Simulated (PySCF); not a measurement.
SMILES C[SiH2]O[Si](C)(O)O (C₂H₁₀O₃Si₂) at its GFN2-xTB optimised geometry (Å):

```
17

Si    -0.4537    -0.6782     0.0000
C     -1.1737    -1.7014     1.4252
O     -0.8045    -1.3665    -1.4259
Si    -1.8926    -1.9560    -2.4891
C     -2.8469    -0.5276    -3.2731
O     -1.0516    -2.8802    -3.5376
O     -2.9792    -2.9285    -1.7843
H      1.0114    -0.6782     0.0000
H     -1.0114     0.6782     0.0000
H     -0.7558    -2.7049     1.4428
H     -0.9676    -1.2437     2.3880
H     -2.2520    -1.8000     1.3280
H     -3.4248    -0.8661    -4.1263
H     -3.5369    -0.0865    -2.5625
H     -2.1773     0.2571    -3.6114
H     -0.2664    -2.5272    -3.9451
H     -2.7417    -3.8327    -1.5929
```

Computed with PBE0/def2-SVP run with PySCF. Cells within 0.4 Å of a nucleus heavier than hydrogen are left out (blank, or x).

Map of the electron localisation function on the plane z = 0.0 Å:

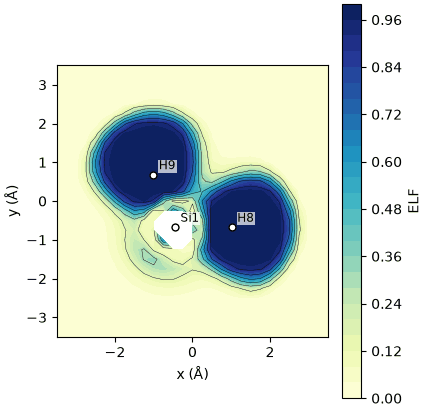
Electron localisation function on the plane z = 0.0 Å.
